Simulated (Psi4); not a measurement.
# Run report: CHP, geometry relaxation (part 3 of 3)

Continued. System: CHP (methylidynephosphane), SMILES C#P. Method: CAM-B3LYP/pcseg-1, RKS, dispersion D3(BJ) (Psi4 1.11). The geometry comes from this level: UFF from SMILES.

Geometry of the input (Å):
```
C  0.0000  0.0000  -1.0621
P  0.0000  0.0000  0.4805
H  -0.0000  0.0000  -2.1205
```

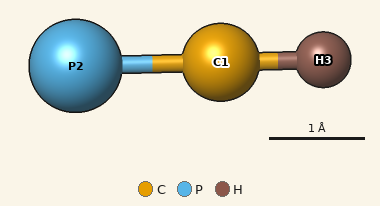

**Figure 1.** The geometry at step 1 of the log (ball-and-stick view, seen at a tilt; atoms are numbered from 1 in the order of the input).

Output, continued:
```
    Structure for next step:
    Molecular point group: cs
    Full point group: C_inf_v

    Geometry (in Angstrom), charge = 0, multiplicity = 1:

    C            0.000000005301     0.000000000000    -1.054154221341
    P            0.000000005301     0.000000000000     0.477818210282
    H           -0.000000226017     0.000000000000    -2.133283852786

gradient() will perform analytic gradient computation.

   => Loading Basis Set <=

    Name: PCSEG-1
    Role: ORBITAL
    Keyword: BASIS

   => CAM-B3LYP-D3(BJ): Empirical Dispersion <=

        s6 =       1.000000
        s8 =       2.067400
        a1 =       0.370800
        a2 =       5.474300

         ---------------------------------------------------------
                                   SCF
                              RKS Reference
                        1 Threads,   1525 MiB Core
         ---------------------------------------------------------

  ==> Geometry <==

    Molecular point group: cs
    Full point group: C_inf_v

    Geometry (in Angstrom), charge = 0, multiplicity = 1:

       Center              X                  Y                   Z               Mass
    ------------   -----------------  -----------------  -----------------  -----------------
         C            0.000000005301     0.000000000000    -1.054154221341    12.000000000000
         P            0.000000005301     0.000000000000     0.477818210282    30.973761998420
         H           -0.000000226017     0.000000000000    -2.133283852786     1.007825032230

  Running in cs symmetry.

  Rotational constants: A = ************  B =      0.67449  C =      0.67449 [cm^-1]
  Rotational constants: A = ************  B =  20220.79670  C =  20220.79670 [MHz]
  Nuclear repulsion =   37.070202737562553

  Charge       = 0
  Multiplicity = 1
  Electrons    = 22
  Nalpha       = 11
  Nbeta        = 11

  ==> Algorithm <==

  SCF Algorithm Type is DF.
  DIIS enabled.
  MOM disabled.
  Fractional occupation disabled.
  Guess Type is READ.
  Energy threshold   = 1.00e-08
  Density threshold  = 1.00e-08
  Integral threshold = 1.00e-12

  ==> Primary Basis <==

  Basis Set: PCSEG-1
    Blend: PCSEG-1
    Number of shells: 17
    Number of basis functions: 37
    Number of Cartesian functions: 39
    Spherical Harmonics?: true
    Max angular momentum: 2

  ==> DFT Potential <==

   => LibXC <=

    Version 7.1.2

   => Composite Functional: CAM-B3LYP-D3BJ2B <=

    CAM-B3LYP-d3bj2b Hyb-GGA Exchange-Correlation Functional

    Deriv               =              1
    GGA                 =           TRUE
    Meta                =          FALSE

    Exchange Hybrid     =           TRUE
    MP2 Hybrid          =          FALSE

   => Exchange Functionals <=

    0.3500         Becke 88 [omega = 0.3300]
    0.4600   Short-range recipe for B88 functional - erf [omega = 0.3300]

   => Exact (HF) Exchange <=

    0.4600            HF,LR [omega = 0.3300]
    0.1900               HF

   => Correlation Functionals <=

    0.1900   Vosko, Wilk & Nusair (VWN5)
    0.8100   Lee, Yang & Parr

   => LibXC Density Thresholds  <==

    XC_HYB_GGA_XC_CAM_B3LYP:  1.00E-14

   => Molecular Quadrature <=

    Radial Scheme          =       TREUTLER
    Pruning Scheme         =           NONE
    Nuclear Scheme         =       TREUTLER

    Blocking Scheme        =         OCTREE
    BS radius alpha        =              1
    Pruning alpha          =              1
    Radial Points          =             75
    Spherical Points       =            302
    Total Points           =          64954
    Total Blocks           =            556
    Max Points             =            254
    Max Functions          =             37
    Weights Tolerance      =       1.00E-15

   => Loading Basis Set <=

    Name: (PCSEG-1 AUX)
    Role: JKFIT
    Keyword: DF_BASIS_SCF

   => Loading Basis Set <=

    Name: PCSEG-1
    Role: ORBITAL
    Keyword: BASIS

  Reading orbitals from file scr/run.default.2854.180.npy, no projection.

  ==> Integral Setup <==

  DFHelper Memory: AOs need 0.007 GiB; user supplied 1.054 GiB.
  SCF_SUBTYPE=INCORE selected. In-core MEM_DF algorithm will be used.
  Using in-core AOs.

  ==> MemDFJK: Density-Fitted J/K Matrices <==

    J tasked:                   Yes
    K tasked:                   Yes
    wK tasked:                  Yes
    Omega:                3.300E-01
    Memory [MiB]:              1079
    Algorithm:                 Core
    Schwarz Cutoff:           1E-12
    Mask sparsity (%):       0.0000
    Fitting Condition:        1E-10

   => Auxiliary Basis Set <=

  Basis Set: (PCSEG-1 AUX)
    Blend: DEF2-UNIVERSAL-JKFIT
    Number of shells: 69
    Number of basis functions: 221
    Number of Cartesian functions: 264
    Spherical Harmonics?: true
    Max angular momentum: 4

  Cached 100.0% of DFT collocation blocks in 0.064 [GiB].

  Minimum eigenvalue in the overlap matrix is 1.2205765806E-02.
  Reciprocal condition number of the overlap matrix is 3.1998992992E-03.
    Using symmetric orthogonalization.

  ==> Pre-Iterations <==

  SCF Guess: Orbitals guess was supplied from a previous computation.

   -------------------------------------------------------
    Irrep   Nso     Nmo     Nalpha   Nbeta   Ndocc  Nsocc
   -------------------------------------------------------
     A'        27      27       9       9       9       0
     A"        10      10       2       2       2       0
   -------------------------------------------------------
    Total      37      37      11      11      11       0
   -------------------------------------------------------

  ==> Iterations <==

                           Total Energy        Delta E     RMS |[F,P]|

   @DF-RKS iter   0:  -379.95713076442399   -3.79957e+02   1.04379e-04
   @DF-RKS iter   1:  -379.95682986754684    3.00897e-04   2.66709e-05 DIIS
   @DF-RKS iter   2:  -379.95682914254502    7.25002e-07   4.75059e-05 DIIS
   @DF-RKS iter   3:  -379.95683025329600   -1.11075e-06   2.98393e-06 DIIS
   @DF-RKS iter   4:  -379.95683025715113   -3.85512e-09   4.11059e-07 DIIS
   @DF-RKS iter   5:  -379.95683025724406   -9.29390e-11   6.00780e-08 DIIS
   @DF-RKS iter   6:  -379.95683025724605   -1.98952e-12   6.64436e-09 DIIS
  Energy and wave function converged.

  ==> Post-Iterations <==

   Electrons on quadrature grid:
      Ntotal   =   22.0000002140 ; deviation = 2.140e-07

    Orbital Energies [Eh]
    ---------------------

    Doubly Occupied:

       1Ap   -77.131525     2Ap   -10.287200     3Ap    -6.631130
       1App   -4.796494     4Ap    -4.796494     5Ap    -4.794321
       6Ap    -0.802619     7Ap    -0.614613     8Ap    -0.425264
       9Ap    -0.347421     2App   -0.347421

    Virtual:

      10Ap    -0.006117     3App   -0.006117    11Ap     0.104524
      12Ap     0.146124    13Ap     0.279446     4App    0.294456
      14Ap     0.294456    15Ap     0.373323     5App    0.542551
      16Ap     0.542551    17Ap     0.584001     6App    0.684912
      18Ap     0.684913    19Ap     0.734469     7App    0.734469
      20Ap     0.797811    21Ap     0.973948    22Ap     1.271832
       8App    1.671283    23Ap     1.671283     9App    1.780153
      24Ap     1.780154    25Ap     2.337348    10App    2.472100
      26Ap     2.472100    27Ap     3.429717

    Final Occupation by Irrep:
             Ap   App
    DOCC [     9,    2 ]
    NA   [     9,    2 ]
    NB   [     9,    2 ]

  @DF-RKS Final Energy:  -379.95683025724605

   => Energetics <=

    Nuclear Repulsion Energy =             37.0702027375625534
    One-Electron Energy =                -597.0085910142583998
    Two-Electron Energy =                 201.8410034769868560
    DFT Exchange-Correlation Energy =     -21.8582954903594064
    Empirical Dispersion Energy =          -0.0011499671777128
    VV10 Nonlocal Energy =                  0.0000000000000000
    Total Energy =                       -379.9568302572460539

Computation Completed

Properties will be evaluated at   0.000000,   0.000000,   0.000000 [a0]

Properties computed using the SCF density matrix

 Multipole Moments:

 ------------------------------------------------------------------------------------
     Multipole            Electronic (a.u.)      Nuclear  (a.u.)        Total (a.u.)
 ------------------------------------------------------------------------------------

 L = 1.  Multiply by 2.5417464519 to convert [e a0] to [Debye]
 Dipole X            :          0.0000001           -0.0000002           -0.0000001
 Dipole Y            :          0.0000000            0.0000000            0.0000000
 Dipole Z            :          2.2720951           -2.4395155           -0.1674204
 Magnitude           :                                                    0.1674204

 ------------------------------------------------------------------------------------

	total time  =          1 seconds =       0.02 minutes

         ------------------------------------------------------------
                                   SCF GRAD
         ------------------------------------------------------------

  ==> Geometry <==

    Molecular point group: cs
    Full point group: C_inf_v

    Geometry (in Angstrom), charge = 0, multiplicity = 1:

       Center              X                  Y                   Z               Mass
    ------------   -----------------  -----------------  -----------------  -----------------
         C            0.000000005301     0.000000000000    -1.054154221341    12.000000000000
         P            0.000000005301     0.000000000000     0.477818210282    30.973761998420
         H           -0.000000226017     0.000000000000    -2.133283852786     1.007825032230

  Nuclear repulsion =   37.070202737562553

  ==> Basis Set <==

  Basis Set: PCSEG-1
    Blend: PCSEG-1
    Number of shells: 17
    Number of basis functions: 37
    Number of Cartesian functions: 39
    Spherical Harmonics?: true
    Max angular momentum: 2

  ==> DFJKGrad: Density-Fitted SCF Gradients <==

    Gradient:                    1
    J tasked:                  Yes
    K tasked:                  Yes
    wK tasked:                 Yes
    Omega:               3.300E-01
    Integrals threads:           1
    Memory [MiB]:             1144
    Schwarz Cutoff:          1E-12
    Fitting Condition:       1E-10

   => Auxiliary Basis Set <=

  Basis Set: (PCSEG-1 AUX)
    Blend: DEF2-UNIVERSAL-JKFIT
    Number of shells: 69
    Number of basis functions: 221
    Number of Cartesian functions: 264
    Spherical Harmonics?: true
    Max angular momentum: 4

  ==> DFT Potential <==

   => LibXC <=

    Version 7.1.2

   => Composite Functional: CAM-B3LYP-D3BJ2B <=

    CAM-B3LYP-d3bj2b Hyb-GGA Exchange-Correlation Functional

    Deriv               =              1
    GGA                 =           TRUE
    Meta                =          FALSE

    Exchange Hybrid     =           TRUE
    MP2 Hybrid          =          FALSE

   => Exchange Functionals <=

    0.3500         Becke 88 [omega = 0.3300]
    0.4600   Short-range recipe for B88 functional - erf [omega = 0.3300]

   => Exact (HF) Exchange <=

    0.4600            HF,LR [omega = 0.3300]
    0.1900               HF

   => Correlation Functionals <=

    0.1900   Vosko, Wilk & Nusair (VWN5)
    0.8100   Lee, Yang & Parr

   => LibXC Density Thresholds  <==

    XC_HYB_GGA_XC_CAM_B3LYP:  1.00E-14

   => Molecular Quadrature <=

    Radial Scheme          =       TREUTLER
    Pruning Scheme         =           NONE
    Nuclear Scheme         =       TREUTLER

    Blocking Scheme        =         OCTREE
    BS radius alpha        =              1
    Pruning alpha          =              1
    Radial Points          =             75
    Spherical Points       =            302
    Total Points           =          64954
    Total Blocks           =            556
    Max Points             =            254
    Max Functions          =             37
    Weights Tolerance      =       1.00E-15

  -Total Gradient:
     Atom            X                  Y                   Z
    ------   -----------------  -----------------  -----------------
       1        0.000000012396     0.000000000000     0.000073333978
       2       -0.000000005132     0.000000000000     0.000010008272
       3       -0.000000007278     0.000000000000    -0.000071511183

	total time  =          0 seconds =       0.00 minutes

    			-----------------------------------------

    			 OPTKING 3.0: for geometry optimizations

    			        with contributions from

    			-----------------------------------------

	                            ===> Fragment 1 <==

	 Z (Atomic Numbers)          Masses                          Geom
	       6.000000            12.000000          0.00000001  0.00000000 -1.99206277
	      15.000000            30.973762          0.00000001  0.00000000  0.90294556
	       1.000000             1.007825         -0.00000043  0.00000000 -4.03132223

	 - Coordinate -           - BOHR/RAD -       - ANG/DEG -
	 R(1,2)           =         2.895008           1.531972
	 R(1,3)           =         2.039259           1.079130
	 L(2,1,3)         =         3.141593         180.000012
	 l(2,1,3)         =         3.141593         180.000000

	        --- Internal Coordinate Step in ANG or DEG, aJ/ANG or AJ/DEG ---
	-------------------------------------------------------------------------------
	           Coordinate      Previous         Force          Change          New
	           ----------      --------        ------          ------        ------
	               R(1,2)       1.53197       -0.00005       -0.00001       1.53196
	               R(1,3)       1.07913       -0.00062       -0.00010       1.07903
	             L(2,1,3)     180.00001       -0.00000       -0.00001     180.00001
	             l(2,1,3)     180.00000        0.00000        0.00000     180.00000
	-------------------------------------------------------------------------------

	                                 ==> Convergence Check <==

	Measures of convergence in internal coordinates in au.

	Criteria marked as inactive (o), active & met (*), and active & unmet ( ).

	----------------------------------------------------------------------------------------------
	   Step    Total Energy     Delta E     Max Force     RMS Force      Max Disp      RMS Disp
	----------------------------------------------------------------------------------------------
	  Convergence Criteria     1.00e-06 *    3.00e-04 *             o    1.20e-03 *             o
	----------------------------------------------------------------------------------------------
	     3    -379.95683026   -2.71e-06      7.55e-05 *    3.78e-05 o    1.82e-04 *    9.14e-05 o  ~
	----------------------------------------------------------------------------------------------

Next Geometry in Ang
	Fragment 1 (Ang)

	    C  -0.0000000335   0.0000000000  -1.0541838889
	    P   0.0000000213   0.0000000000   0.4777810563
	    H  -0.0000002033   0.0000000000  -2.1332170312

    Final optimized geometry and variables:
    Molecular point group: cs
    Full point group: C_inf_v

    Geometry (in Angstrom), charge = 0, multiplicity = 1:

    C            0.000000005301     0.000000000000    -1.054154221341
    P            0.000000005301     0.000000000000     0.477818210282
    H           -0.000000226017     0.000000000000    -2.133283852786
```

Standard output:
```
[19:15:12] UFFTYPER: Warning: hybridization set to SP3 for atom 1
[19:15:12] UFFTYPER: Warning: hybridization set to SP3 for atom 1
Optimizer: Optimization complete!
E = -379.956830257
3
0 1 CHP
C                     0.000000005301     0.000000000000    -1.054154221341
P                     0.000000005301     0.000000000000     0.477818210282
H                    -0.000000226017     0.000000000000    -2.133283852786
```

Trajectory as extended XYZ (Å, eV, eV/Å), 3 frames, from step=0 to step=2:
```
3
Properties=species:S:1:pos:R:3:forces:R:3 step=0 energy=-10339.13984
C     0.0000    0.0000   -1.0621    0.0000   0.0000   1.5347
P     0.0000    0.0000    0.4805    0.0000   0.0000  -0.6876
H     0.0000    0.0000   -2.1205    0.0000   0.0000  -0.8478
3
Properties=species:S:1:pos:R:3:forces:R:3 step=1 energy=-10339.15199
C     0.0000    0.0000   -1.0538    0.0000   0.0000  -0.1033
P     0.0000    0.0000    0.4777    0.0000   0.0000   0.0310
H     0.0000    0.0000   -2.1347    0.0000   0.0000   0.0716
3
Properties=species:S:1:pos:R:3:forces:R:3 step=2 energy=-10339.15207
C     0.0000    0.0000   -1.0542    0.0000   0.0000  -0.0038
P     0.0000    0.0000    0.4778    0.0000   0.0000  -0.0005
H     0.0000    0.0000   -2.1333    0.0000   0.0000   0.0037
```

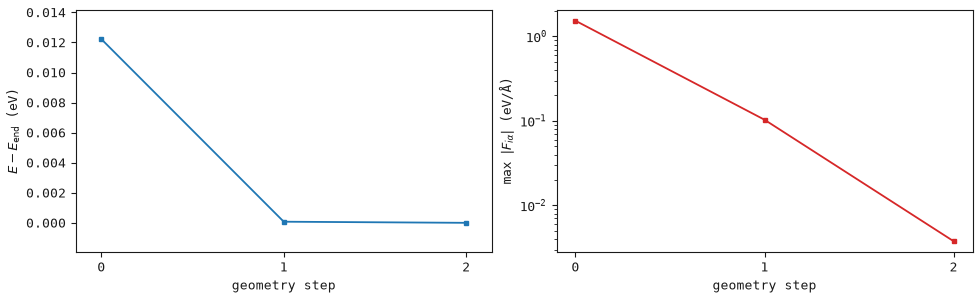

**Figure 2.** Progress of the relaxation, step by step (steps are counted from 0). The largest moves after the best rigid fit, 0.010 Å, are those of C1 and H3. Largest moves by element: C 0.010 Å, H 0.010 Å. P stays in place. Among the contacts that change: C1–H3 1.058 → 1.079 Å, C1–P2 1.543 → 1.532 Å. Over 2 geometry steps the energy falls by 0.012 eV. Largest force component: 1.5 eV/Å at the start, 0.0038 eV/Å at the end. (Atoms are counted from 1 in the order of the input.)

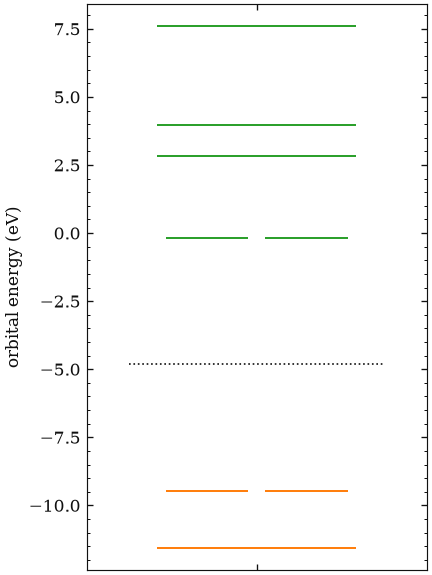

**Figure 3.** Orbital energies near the frontier; the dotted line parts filled from empty levels, and levels within 0.02 eV of each other stand side by side. Highest filled −9.45 eV, lowest empty −0.17 eV, 9.28 eV apart.
